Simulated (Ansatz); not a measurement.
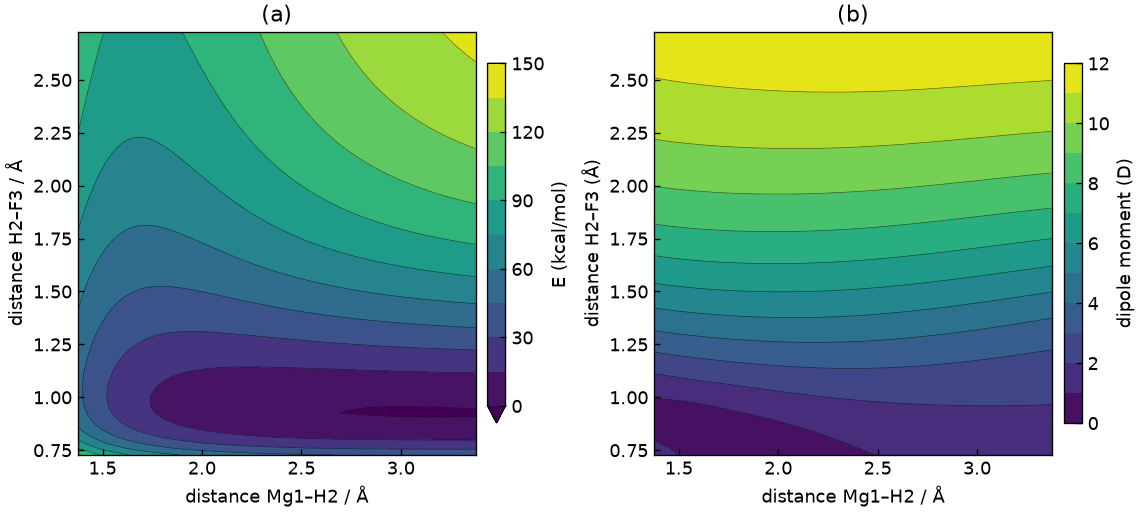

The system Mg + HF. First axis: distance Mg1–H2. Second axis: distance H2–F3. Nothing is relaxed (the angle Mg1–H2–F3 is fixed at 120 degrees). Grid: 14 × 14 points. Points are written as (first, second). Energies: kcal/mol, counted from the lowest grid point. The reference is spin-restricted, so regions where a bond is pulled apart into radicals lie too high. All numbers below come from RKS r2SCAN-D4/aug-cc-pVTZ (Ansatz).

Panel (a) is the energy and panel (b) the computed dipole moment on the same grid.

Drawn: filled contours. Between grid points the surface is interpolated.

Question: How does the dipole moment vary over the map, and what is it at the lowest grid point?

Answer: Leaving out the highest fifth of the energies, it runs from 0.1 D at (1.954 Å, 0.728 Å) to 11.8 D at (1.954 Å, 2.728 Å). At the lowest grid point, (3.178 Å, 0.903 Å), it is 1.8 D.
